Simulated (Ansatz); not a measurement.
Bands of a (7,0) gold nanotube, along its axis.

Levels: PBE (plane waves to 420 eV, PAW; Ansatz, a program for electronic structure); PBE with spin-orbit coupling (Ansatz). Unmarked values and the geometry are of the first. Mesh 1×1×14. No spin polarisation. Periodic along z alone, with about 11 Å of vacuum beside it. A hypothetical model, rolled from the flat sheet. Only distortions within the start's symmetry and period were free. Values not marked SOC lack spin–orbit coupling.

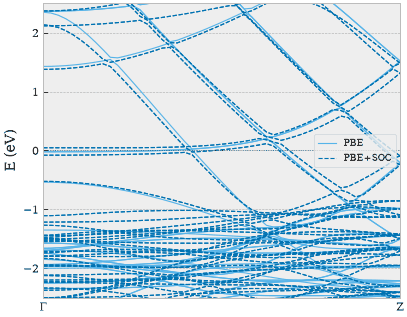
Figure. Bands from the zone centre to the zone edge (period 4.72 Å); the dotted line marks the highest filled level of each set

**Question.** Is it a metal or a semiconductor at this level? Give what the bands show.

**Answer.** A metal in PBE.
```
Item                                                                                                                 Value
--------------------------------------------------------------------  ----------------------------------------------------
PBE gap                                                                                               none (under 0.01 eV)
crossings of the Fermi level between Γ and the zone edge (49 points)  7, each for both spins (ideal conductance 7 × 2e²/h)
```
